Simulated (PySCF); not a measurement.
C4H5N2O (SMILES O[CH]c1cn[nH]c1) (doublet)

```tsv
atom	x (Å)	y (Å)	z (Å)
O	2.5577	0.0372	0.4486
C	1.5271	-0.6901	-0.0646
C	0.2051	-0.2744	-0.0954
C	-0.9089	-1.0059	-0.6234
N	-2.0276	-0.3374	-0.5020
N	-1.7124	0.8142	0.0867
C	-0.3900	0.9185	0.3585
H	2.2223	0.8773	0.7822
H	1.8349	-1.6432	-0.4554
H	-0.8931	-1.9777	-1.0722
H	-2.4318	1.4922	0.2793
H	0.0178	1.7887	0.8317
```

Geometry: GFN2-xTB.

The calculation used UKS B3LYP, pcH-1 on C H N O, non-relativistic, mean-field spin-orbit, GIAO in PySCF.

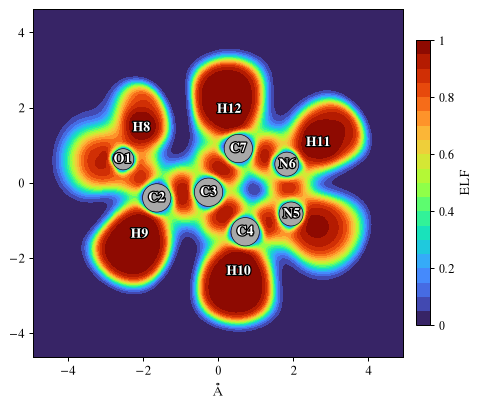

Figure 1. ELF on the molecular plane. Grey discs cover the atomic cores.

> Interpret the plot.

The plane passes through O, C, N and H nuclei.
C–N (1.31 Å): the ELF peaks at about 0.90 between the atoms (localised, covalent bonding).
N–N (1.33 Å): the ELF peaks at about 0.90 between the atoms (a covalent bond).
C–O (1.36 Å): the ELF peaks at about 0.90 between the atoms (a shared but strongly polarised pair).
C–C (1.39 Å): the ELF peaks at about 0.95 between the atoms, as expected for a covalent bond.
O–H (0.96 Å): the ELF climbs to about 1 towards the hydrogen, as it does in any bond to H; an ordinary covalent bond to hydrogen.
The ELF also peaks beside N5 and O1, away from the bonds: non-bonding electrons, paired or unpaired.

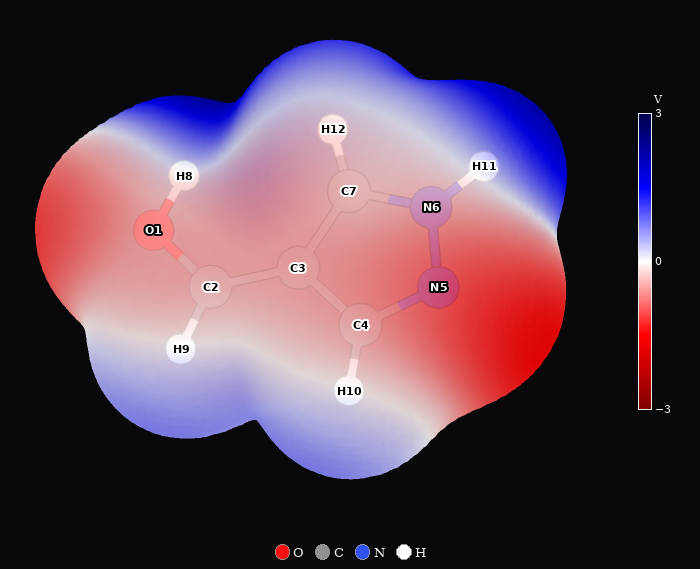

Figure 2. The electrostatic potential painted on the density surface at 0.001 e/bohr³, seen at a tilt; the colour scale runs from red (negative) to blue (positive).

> Which sites attract a positive test charge, and which a negative one?

A positive charge is drawn to the negative regions and a negative charge to the positive ones. The most negative region (about −1.5 V, or −35 kcal/mol for a unit charge) lies over N5, the most positive (about +2.3 V, or +53 kcal/mol for a unit charge) over H8. N5 is the likeliest acceptor of a hydrogen bond.
